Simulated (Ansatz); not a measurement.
# Ti2SiGe2: one candidate of a structure search

Aim: relax a trial structure of Ti2SiGe2 and see where it ends.

Program: Ansatz 0.2.0. Level of theory: DFT PBE, scalar-relativistic, plane waves, PAW. These are calculated values, not measurements.

## (1) The system as given

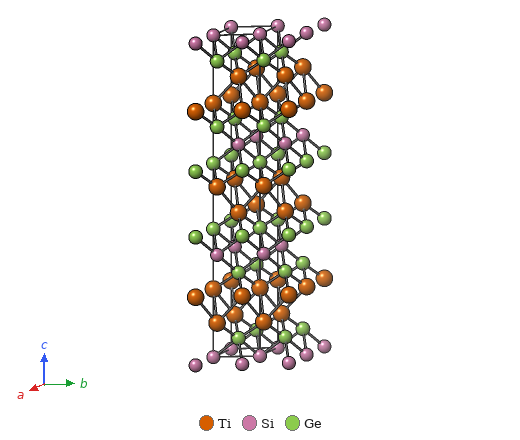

The starting structure, seen slightly off an axis (titanium orange, silicon pink, germanium green). 2×2×1 cells are drawn. Atoms on the faces are drawn again on the opposite ones. The cell drawn here is the conventional one.

Structure file:

```xyz
5
Lattice="1.7002 0.9816 7.8954 -1.7002 0.9816 7.8954 0.0000 -1.9633 7.8954" Properties=species:S:1:pos:R:3 pbc="T T T"
Ti    0.0000    0.0000    5.0120
Ti    0.0000    0.0000   18.6742
Si    0.0000    0.0000    0.0000
Ge    0.0000    0.0000    9.4285
Ge    0.0000    0.0000   14.2577
```

A structure generator made this guess: species swapped into a database cell of Bi2TeSe2 (R-3m, No. 166), with Ge on the Bi sites, Si on the Te sites and Ti on the Se sites. The dimensions are guesses.

## (2) The guess as it stands, on a coarse mesh

input.yaml

```yaml
crystal:
  lattice:
    - [1.70023654, 0.98163202, 7.89541679]
    - [-1.70023654, 0.98163202, 7.89541679]
    - [0.0, -1.96326404, 7.89541679]
  atoms:
    - { symbol: Ti, position: [0.21160001, 0.21160001, 0.21160001] }
    - { symbol: Ti, position: [0.78839999, 0.78839999, 0.78839999] }
    - { symbol: Si, position: [0.0, 0.0, 0.0] }
    - { symbol: Ge, position: [0.39805999, 0.39805999, 0.39805999] }
    - { symbol: Ge, position: [0.60194001, 0.60194001, 0.60194001] }
basis:
  ecutwfc: 420
kpoints:
  mp_grid: { grid: [6, 6, 6] }
hamiltonian:
  xc: pbe
scf:
  occupations: { method: gaussian, width: 0.1 }
  lower_state_search: "off"
output:
  forces: true
  stress: true
  eigenvalues: true
```

Command:

```sh
> ansatz run input.yaml --threads 1 --pin off --max-ram 2560MiB --backend cpu --events-out ev --progress --plain --runs-dir out
```

Further runs follow: rough relaxation on the coarse mesh; spin check on a coarse mesh; full relaxation.

Before running it: what results should come out? Wanted: conventional cell; volume; energy over the elements; gap on the mesh.

As calculated:

```
                              quantity                                                                        value
symmetry at the end (tolerance 0.05 Å)                                                   space group R-3m (No. 166)
                     conventional cell  a = 3.178 Å, b = 3.178 Å, c = 29.498 Å, α = 90.00°, β = 90.00°, γ = 120.00°
                                volume                                                                17.20 Å³/atom
              energy over the elements                                                                +0.09 eV/atom
                       gap on the mesh                                                                 none (metal)
```

The space group R-3m (No. 166) is kept, and the volume per atom grows by 8.8 % from the first guess. With a positive formation energy it can't be a ground state. No finished test with a distortion of lower symmetry is shown, so the end may be a saddle point. Other magnetic orders were not searched.
